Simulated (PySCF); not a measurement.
# O3 (ozone): r2SCAN/STO-6G

What is the vertical ionisation energy of O3 (ozone) at r2SCAN/STO-6G? 

Program for the calculation: PySCF 2.14.0.

17 further runs of the same task are left out: 8 that didn't finish, 9 set aside as unsound or not needed.

## (1) The structure to begin with

O3: 3 atoms, total charge 0, spin state singlet. As SMILES, `O=[O+][O-]`. The shape is that of a PBE0-D4/def2-TZVP optimisation.

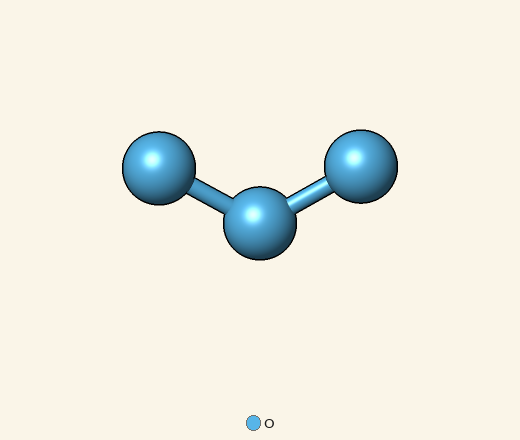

Viewed from a chosen angle; oxygen blue.

## (2) The energy at r2SCAN/STO-6G

start.xyz

```xyz
3
O3
O      0.848700    -0.535900     0.409500
O     -0.228900    -0.317600    -0.159400
O     -0.619800     0.853500    -0.250100
```

calc.py

```python
from pyscf import gto, dft

molecule = gto.M(
    atom='start.xyz',
    max_memory=1860,
    basis='sto-6g',
    spin=0,
    verbose=4,
)

calc0 = dft.RKS(molecule, xc='r2scan')
calc0.conv_tol = 1e-10
calc0.grids.level = 5
calc0.kernel()
if not calc0.converged:
    calc0 = calc0.newton().run(calc0.mo_coeff, calc0.mo_occ)

e_final = calc0.e_tot
print('E(%s) = %.9f' % ('R2SCAN', e_final))
```

The run is started by

```bash
$ OMP_NUM_THREADS=1 python calc.py
```

Standard output:

```text
PySCF version 2.14.0

[INPUT] num. atoms = 3
[INPUT] num. electrons = 24
[INPUT] charge = 0
[INPUT] spin (= nelec alpha-beta = 2S) = 0
[INPUT] symmetry False subgroup None
[INPUT] Mole.unit = angstrom
[INPUT] Symbol           X                Y                Z      unit          X                Y                Z       unit  Magmom
[INPUT]  1 O      0.848700000000  -0.535900000000   0.409500000000 AA    1.603810561918  -1.012704230154   0.773842848009 Bohr   0.0
[INPUT]  2 O     -0.228900000000  -0.317600000000  -0.159400000000 AA   -0.432558309913  -0.600177017162  -0.301222344256 Bohr   0.0
[INPUT]  3 O     -0.619800000000   0.853500000000  -0.250100000000 AA   -1.171252252005   1.612881247316  -0.472620503754 Bohr   0.0

nuclear repulsion = 70.6416483617444
number of shells = 9
number of NR pGTOs = 90
number of NR cGTOs = 15
basis = sto-6g
ecp = {}

******** <class 'pyscf.dft.rks.RKS'> ********
method = RKS
initial guess = minao
damping factor = 0
level_shift factor = 0
DIIS = <class 'pyscf.scf.diis.CDIIS'>
diis_start_cycle = 1
diis_space = 8
diis_damp = 0
SCF conv_tol = 1e-10
SCF conv_tol_grad = None
SCF max_cycles = 50
direct_scf = True
direct_scf_tol = 1e-13
XC library pyscf.dft.libxc version 7.0.0
    S. Lehtola, C. Steigemann, M. J.T. Oliveira, and M. A.L. Marques.,  SoftwareX 7, 1–5 (2018)
XC functionals = r2scan
    J. W. Furness, A. D. Kaplan, J. Ning, J. P. Perdew, and J. Sun.,  J. Phys. Chem. Lett. 11, 8208-8215 (2020)
    J. W. Furness, A. D. Kaplan, J. Ning, J. P. Perdew, and J. Sun.,  J. Phys. Chem. Lett. 11, 9248-9248 (2020)
    J. W. Furness, A. D. Kaplan, J. Ning, J. P. Perdew, and J. Sun.,  J. Phys. Chem. Lett. 11, 8208-8215 (2020)
    J. W. Furness, A. D. Kaplan, J. Ning, J. P. Perdew, and J. Sun.,  J. Phys. Chem. Lett. 11, 9248-9248 (2020)
radial grids:
    Treutler-Ahlrichs [JCP 102, 346 (1995); DOI:10.1063/1.469408] (M4) radial grids

becke partition: Becke, JCP 88, 2547 (1988); DOI:10.1063/1.454033
pruning grids: <function nwchem_prune>
grids dens level: 5
symmetrized grids: False
atomic radii adjust function: <function treutler_atomic_radii_adjust>
small_rho_cutoff = 0
Set gradient conv threshold to 1e-05
Initial guess from minao.
tot grids = 128936
init E= -225.169263885907
  HOMO = -0.265437897781814  LUMO = -0.151455277178129  gap/eV = 3.10163
cycle= 1 E= -224.275790906068  delta_E= 0.893  |g|= 0.765  |ddm|= 2.94
  HOMO = -0.0846046687100647  LUMO = -0.0578416729812656  gap/eV = 0.72826
cycle= 2 E= -224.021544159662  delta_E= 0.254  |g|= 1.13  |ddm|= 2.09
  HOMO = -0.127211016285344  LUMO = -0.0617951288515495  gap/eV = 1.78006
cycle= 3 E= -224.42554710369  delta_E= -0.404  |g|= 0.081  |ddm|= 1.43
  HOMO = -0.129194339554555  LUMO = -0.0663997602109295  gap/eV = 1.70873
cycle= 4 E= -224.427280033652  delta_E= -0.00173  |g|= 0.00715  |ddm|= 0.0801
  HOMO = -0.129423674446135  LUMO = -0.0667050618710334  gap/eV = 1.70666
cycle= 5 E= -224.427006012478  delta_E= 0.000274  |g|= 0.03  |ddm|= 0.0439
  HOMO = -0.129588359409345  LUMO = -0.0668246833188715  gap/eV = 1.70789
cycle= 6 E= -224.427296763628  delta_E= -0.000291  |g|= 0.000604  |ddm|= 0.0359
  HOMO = -0.129562215705506  LUMO = -0.0668176431160929  gap/eV = 1.70737
cycle= 7 E= -224.427296861375  delta_E= -9.77e-08  |g|= 3.01e-05  |ddm|= 0.000541
  HOMO = -0.129561894136847  LUMO = -0.0668178964374456  gap/eV = 1.70735
cycle= 8 E= -224.427296861619  delta_E= -2.44e-10  |g|= 1.39e-06  |ddm|= 2.85e-05
  HOMO = -0.129561875563619  LUMO = -0.0668179183102683  gap/eV = 1.70735
cycle= 9 E= -224.427296861619  delta_E= -3.98e-13  |g|= 9.77e-08  |ddm|= 1.32e-06
  HOMO = -0.129561871944955  LUMO = -0.0668179235643369  gap/eV = 1.70735
Extra cycle  E= -224.42729686162  delta_E= -3.98e-13  |g|= 2.04e-07  |ddm|= 3.54e-07
converged SCF energy = -224.42729686162
E(R2SCAN) = -224.427296862
```

It took 2.9 s on 1 thread of Arm Neoverse V1, shared host; peak memory 0.18 GiB.

## (3) The doublet cation, same level

job.py

```python
from pyscf import gto, dft

system = gto.M(
    atom='O 0.848700 -0.535900 0.409500; O -0.228900 -0.317600 -0.159400; O -0.619800 0.853500 -0.250100',
    charge=1,
    max_memory=1860,
    spin=1,
    verbose=3,
    basis='sto-6g',
)

myscf = dft.UKS(system)
myscf.xc = 'r2scan'
myscf.grids.level = 5
myscf.conv_tol = 1e-10
myscf.kernel()
if not myscf.converged:
    myscf = myscf.newton().run(myscf.mo_coeff, myscf.mo_occ)

e_tot = myscf.e_tot
print(f'total energy: {e_tot:.8f} hartree')
```

The run is started by

```bash
$ OMP_NUM_THREADS=1 python job.py
```

Standard output:

```text
WARN: HOMO -0.265437897781816 >= LUMO -0.265437897781812

converged SCF energy = -224.072940342974  <S^2> = 0.75531708  2S+1 = 2.00531
total energy: -224.07294034 hartree
```

It took 6 s on 1 thread of Arm Neoverse V1, shared host; peak memory 0.19 GiB.

## (4) Results

At r2SCAN/STO-6G:

```
                                          quantity          value
                          singlet O3: total energy  -224.42730 Eh
                         singlet O3: dipole moment         0.38 D
                           singlet O3: HOMO energy       -3.53 eV
                           singlet O3: LUMO energy       -1.82 eV
                         singlet O3: HOMO–LUMO gap        1.71 eV
                      doublet cation: total energy  -224.07294 Eh
doublet cation: HOMO energy (highest over α and β)      -16.66 eV
 doublet cation: LUMO energy (lowest over α and β)      -15.64 eV
                              doublet cation: ⟨S²⟩          0.755
vertical ionisation energy (to the doublet cation)       9.643 eV
```

**Reading.** Removing an electron at fixed nuclei costs 9.64 eV (930 kJ/mol). −ε(HOMO) before ionisation, 3.53 eV, is 6.12 eV below this ionisation energy. In a minimal basis such a difference can be off by several eV, whatever the method. Mulliken charges (singlet O3) run from -0.07 on O1 to +0.15 on O2.
